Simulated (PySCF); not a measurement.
# CH7NOSi, SMILES `C=O.[SiH3]N`: electronic structure

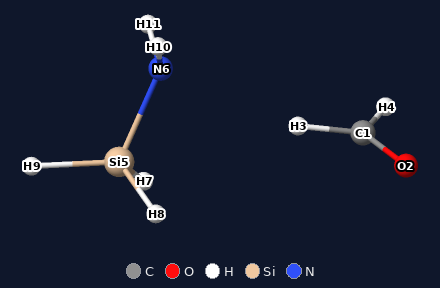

The molecule, with its atoms numbered as below. The pair's geometry is semi-empirical, so its contact may be too short or too long.

Geometry (Å), atoms numbered from 1:

```
C1      -2.2399   -0.1562   -0.3737
O2      -3.0383    0.3393    0.3639
H3      -1.1657   -0.2255   -0.1414
H4      -2.5281   -0.5844   -1.3502
Si5      1.7887    0.5071   -0.0433
N6       1.1495   -1.0859    0.1638
H7       1.4659    0.8451   -1.4286
H8       1.0668    1.3223    0.9293
H9       3.2358    0.6408    0.1727
H10      1.1435   -1.4732    1.0948
H11      1.4401   -1.8006   -0.4853
```

Part 1: Bonding charge

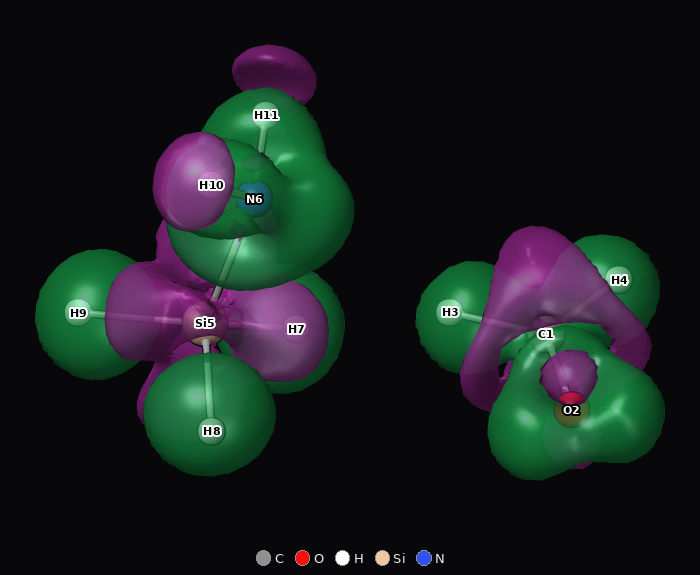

Deformation density (molecule less spherical, spin-averaged free atoms at the same positions), surfaces at ±0.06 e/Å³; green: gain, purple: loss.

Computed with PySCF, B3LYP/6-311+G**, geometry: GFN2-xTB.

How much density has each bond gained at its critical point, relative to the free atoms?

Answer. N6–H11: +0.79 e/Å³ at the bond critical point (bond length 1.01 Å). N6–H10: +0.79 e/Å³ at the bond critical point (bond length 1.01 Å). C1–H3: +0.78 e/Å³ at the bond critical point (bond length 1.10 Å). C1–H4: +0.75 e/Å³ at the bond critical point (bond length 1.10 Å). C1–O2: +0.60 e/Å³ at the bond critical point (bond length 1.20 Å). Si5–H8: +0.21 e/Å³ at the bond critical point (bond length 1.46 Å). Si5–H7: +0.20 e/Å³ at the bond critical point (bond length 1.46 Å). Si5–H9: +0.20 e/Å³ at the bond critical point (bond length 1.47 Å). Si5–N6: +0.12 e/Å³ at the bond critical point (bond length 1.73 Å); up to 0.6 Å beside the axis the gain reaches +0.43 e/Å³. In all, 2.6 electrons gather in the regions of gain relative to the promolecule. A small or negative value marks a very polar bond, one between electron-rich atoms, whose free-atom densities already overlap strongly, a long bond to a heavier atom, or a closed-shell contact such as a hydrogen bond.

Where do the Hirshfeld charges lie?

Answer. The highest Hirshfeld charge is on Si5 (+0.39 e), the lowest on N6 (−0.30 e).

Part 2: Local ionisation energy

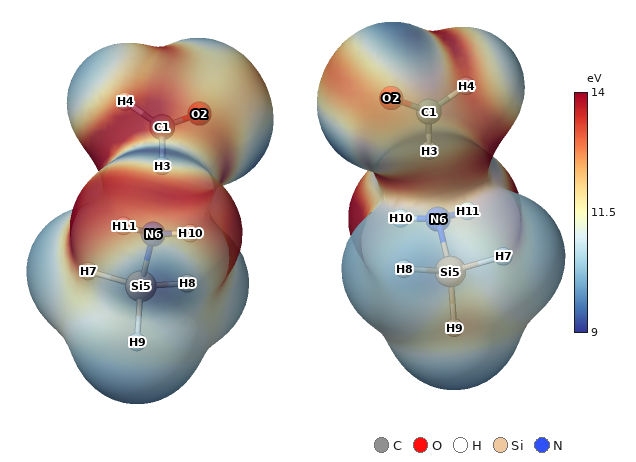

Average local ionisation energy on the surface of electron density 0.001 a.u. (back view left, front view right).

Locate the minima of the map.

Answer. The lowest value is 9.2 eV, near H11 (1.94 Å), H10 (2.02 Å) and N6 (2.09 Å). Further minima include 9.2 eV, near H11 (2.00 Å), N6 (2.03 Å) and H3 (2.09 Å); 9.5 eV, 1.9 Å from O2; 9.7 eV, 1.5 Å from H9. For comparison, the highest occupied orbital lies at −7.1 eV.

Part 3: Weak contacts

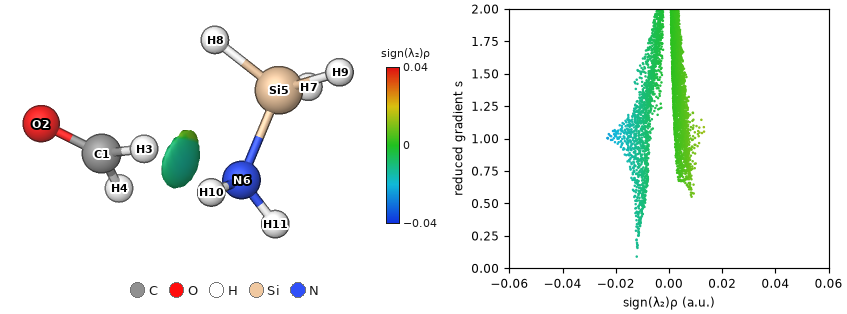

Non-covalent interaction surfaces between the fragments (reduced density gradient s = 0.6, coloured by sign(λ₂)ρ in a.u.; trimmed to the region between the fragments where ρ is under 0.06 a.u.). Fragment A: H2CO (atoms 1–4); fragment B: SiH5N. The plot gives s against sign(λ₂)ρ for grid points between the fragments.

Method: B3LYP/6-311+G**; geometry: GFN2-xTB; program: PySCF.

Which interactions hold the two fragments together?

Answer. Bond critical points between the fragments: H3···N6, weak C–H hydrogen bond, 2.49 Å, ρ = 0.012 a.u. It is weak and appears green, as weak hydrogen bonds do. The pose is a local one from a semi-empirical search, not shown to be the most stable.

How strongly are they bound?

Answer. The counterpoise-corrected interaction energy of the frozen fragments is −0.6 kcal/mol without dispersion correction and −2.1 kcal/mol with D3(BJ). The pair geometry is semi-empirical, not a minimum at this level.

Part 4: Binding density

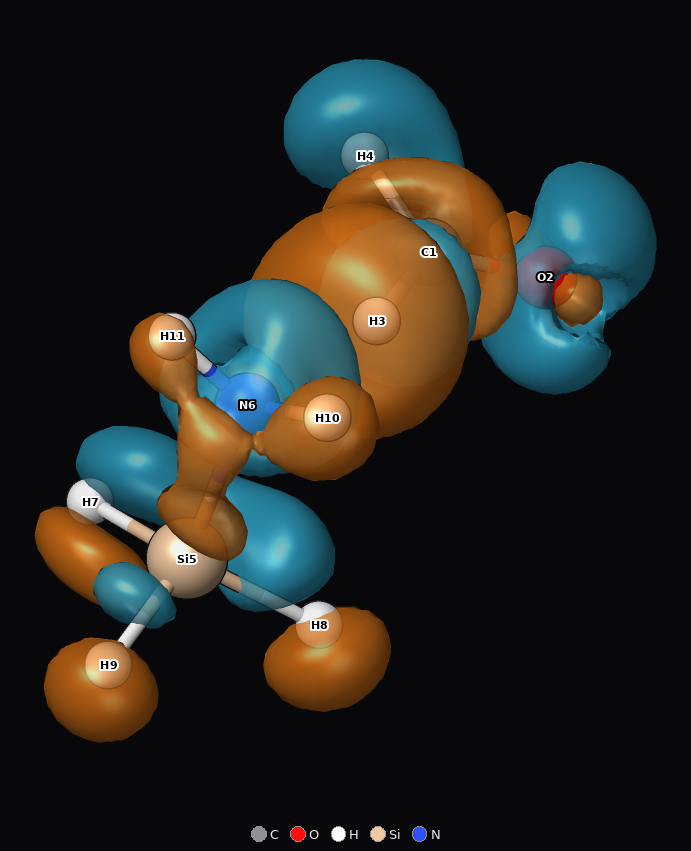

Density of the complex less the densities of the two fragments at the same geometry, ±0.0015 e/Å³ (light blue: gain, orange: loss). Fragment A: H2CO (atoms 1–4); fragment B: SiH5N.

Which way does charge flow?

Answer. Hirshfeld charges show 0.012 e passing from B to A. By Hirshfeld charges, electrons gather most on O2 (−0.013 e) and leave H3 most (+0.013 e); 0.06 e is displaced in all, which induces a dipole of 0.53 D.

Part 5: Excited states

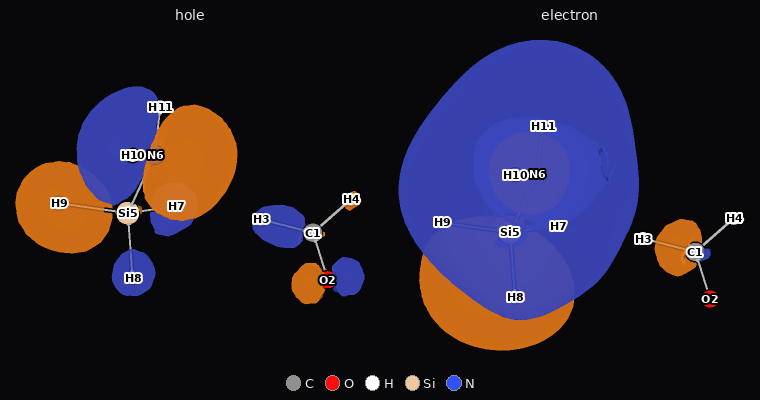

Leading natural transition orbital pair of S₂ (TDA singlet states); the surfaces enclose about 85 % of each orbital's density.

Method: M06-2X/def2-SVP; geometry: GFN2-xTB; program: PySCF. Without diffuse functions Rydberg states are missing, so the states' numbers hold for this basis only.

Give its energy and the atoms that hole and electron lie on.

Answer. 6.82 eV (182 nm), f = 0.038; the leading pair carries 99 %; hole on N6 (60 %), Si5 (12 %) and H9 (9 %), electron on Si5 (37 %), N6 (16 %) and H10 and H11 (14 % each); their centroids lie 0.5 Å apart. In canonical orbitals it is mainly HOMO → LUMO+1 (52 %). The HOMO–LUMO gap is 9.26 eV.
